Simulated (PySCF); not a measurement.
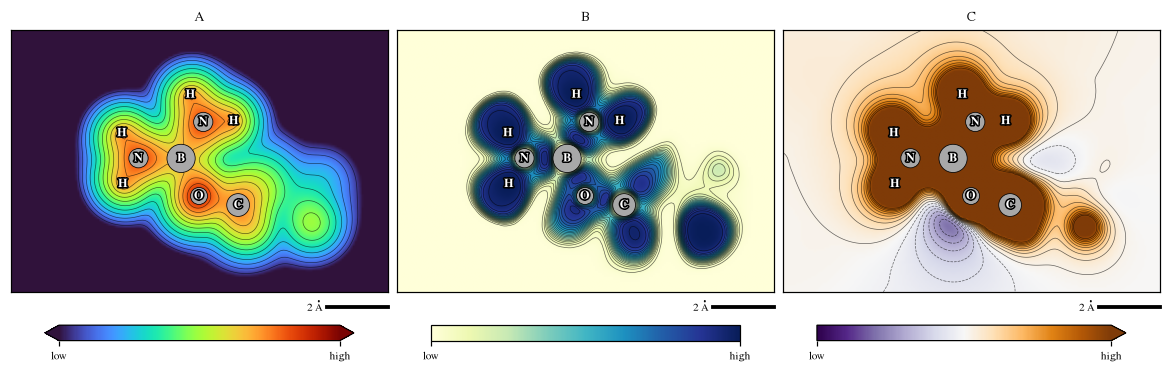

C3H9BN2O (SMILES C/C=C/OB(N)N): 3 fields on the plane of atoms B5, N6 and H14, with unlabelled colour scales. Grey discs cover the atomic cores.

Geometry: GFN2-xTB.

The calculation used PySCF, PBE0/pcSseg-1, SCF density, gas phase, non-relativistic.

Q: Match the panels to the quantities (electron density, electron localisation function and electrostatic potential).

A: Panel A: electron density. Panel B: electron localisation function. Panel C: electrostatic potential (strongly positive close to the atoms, with negative regions outside electron-rich atoms). From the grid: C–O (1.35 Å): ρ is about 2.3 e/Å³ halfway, with its minimum of 2 e/Å³ about 0.5 Å from C; the ELF peaks at about 0.90 between the atoms (a shared but strongly polarised pair). B–O (1.38 Å): ρ is about 2 e/Å³ halfway; the ELF peaks at about 0.90 between the atoms (a polar covalent bond).
